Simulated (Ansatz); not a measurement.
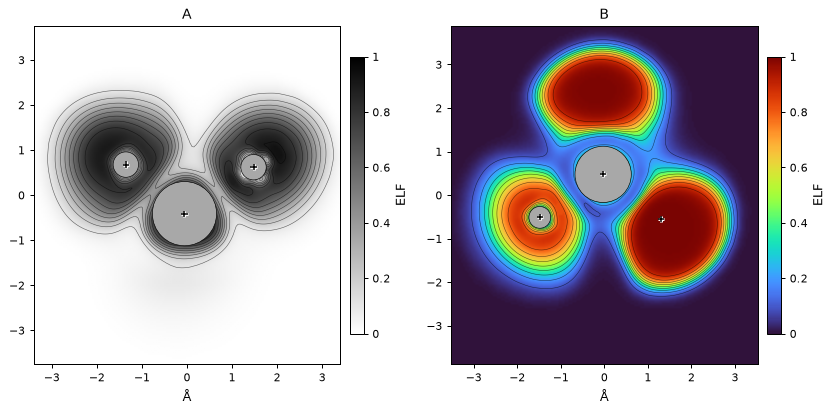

The electron localisation function of 2 systems, each on a plane through atoms (crosses mark nuclei in the plane; grey discs cover the cores).

These are results of UKS PBE0-D4/def2-TZVPD (Ansatz), not measurements.

System 1: FGaH3 (doublet), the plane of atoms F2, Ga1 and H5. Geometry: r2SCAN-D4/def2-TZVPD.

```tsv
atom	x (Å)	y (Å)	z (Å)
Ga	0.2676	0.0057	0.0410
F	0.0401	-0.0671	1.7831
H	1.7027	0.0613	-0.5118
H	-1.0263	0.8307	-0.6251
H	-0.9842	-0.8306	-0.6872
```

System 2: ClMoO3 (doublet), the plane of atoms O2, Mo1 and O4. Geometry: r2SCAN-D4/def2-SVPD; core potentials replace the inner electrons of Mo.

```xyz
5

Mo    0.0362    0.0642   -0.0071
O     0.1002    0.1351    1.8370
O     1.6482    0.1033   -0.5342
O    -0.7546    1.4792   -0.5067
Cl   -1.0301   -1.7817   -0.7891
```

Question: Match each panel to its system.

Answer: Panel A is system 2, ClMoO3: the plane holds Mo and O. Mo–O (1.70 Å): the ELF peaks at about 0.80 in the valence shell of O, 0.5 Å from its nucleus, and drops to about 0.40 between the two atoms. Panel B is system 1, FGaH3: the plane holds Ga, F and H. Ga–F (1.76 Å): the ELF peaks at about 0.80 in the valence shell of F, 0.5 Å from its nucleus, and is about 0.20 at the midpoint.
